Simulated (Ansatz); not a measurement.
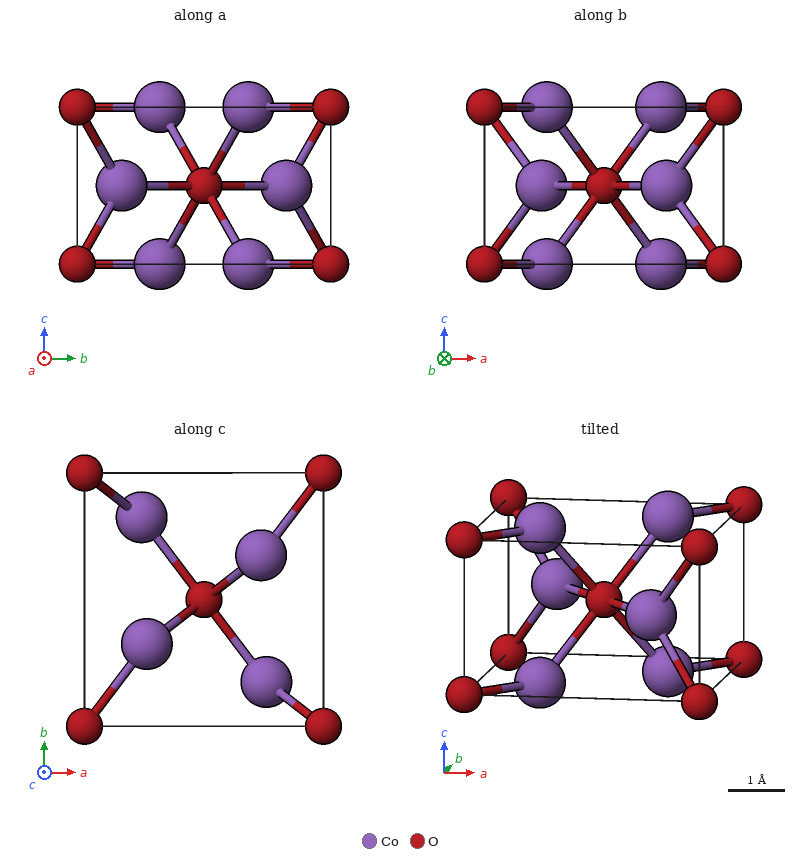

The crystal in a ball-and-stick representation, seen along the a axis, along the b axis, along the c axis and slightly off an axis. The edges of the conventional unit cell are marked.

Lattice parameters: a = 4.272 Å, b = 4.529 Å, c = 2.806 Å, α = 90.00°, β = 90.00°, γ = 90.00°.

Q: Set out the cell and atoms as a table of Wyckoff sites, with free fractional coordinates to two decimals.

A: Space group Pnnm (No. 58).
```
atom  site     x     y     z
  Co    4g  0.74  0.67  0.00
   O    2a  0.00  0.00  0.00
```

The picture shows a generated cell, made by putting these elements into a known structure type (the compound may or may not exist in this form); the geometry isn't optimised. It was run through Ansatz as a DFT input.

At this level of theory the cell isn't at rest (compressed, at 13 GPa), so its distances can differ from those at equilibrium, the more so the softer the solid.
